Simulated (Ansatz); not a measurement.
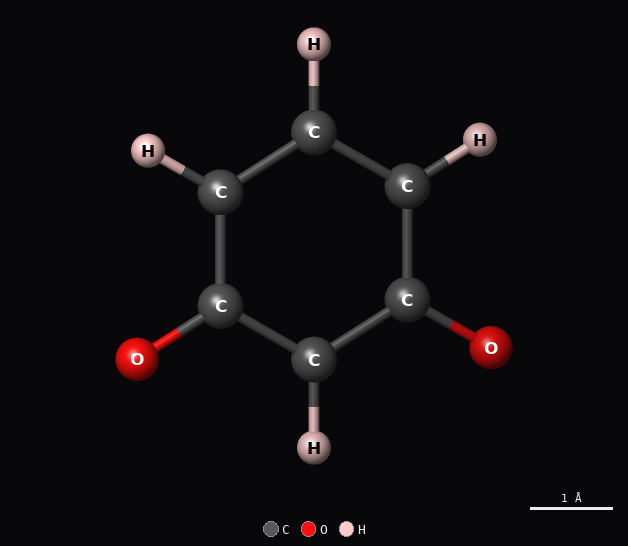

Charge 0, singlet. Geometry: a fixed input geometry, not necessarily a minimum. Basis: def2-SVP. Computed at fixed atoms with Ansatz. R, U and RO name restricted, unrestricted and restricted open-shell orbitals; core potentials come with def2 and Stuttgart sets past Kr, some runs use density fitting (about 1 meV), and each entry rests on the lowest determinant that the runs found.

```xyz
12
charge 0, multiplicity 1
C     1.4000    0.0000    0.0000
C     0.7000    1.2124    0.0000
C    -0.7000    1.2124    0.0000
C    -1.4000    0.0000    0.0000
C    -0.7000   -1.2124    0.0000
C     0.7000   -1.2124    0.0000
O     2.6500    0.0000    0.0000
H     1.2425    2.1521    0.0000
O    -1.3250    2.2950    0.0000
H    -2.4850    0.0000    0.0000
H    -1.2425   -2.1521    0.0000
H     1.2425   -2.1521    0.0000
```

Give total energies (hartree) and ⟨S²⟩ of the determinant for R-PBE0; R-ωB97X; RHF; U-PBE0; UHF.

```csv
method,energy (Eh),⟨S²⟩
RHF,-378.7999,0.00
UHF,-378.9013,1.61
R-PBE0,-380.6321,0.00
U-PBE0,-380.6706,1.03
R-ωB97X,-380.9451,0.00
```
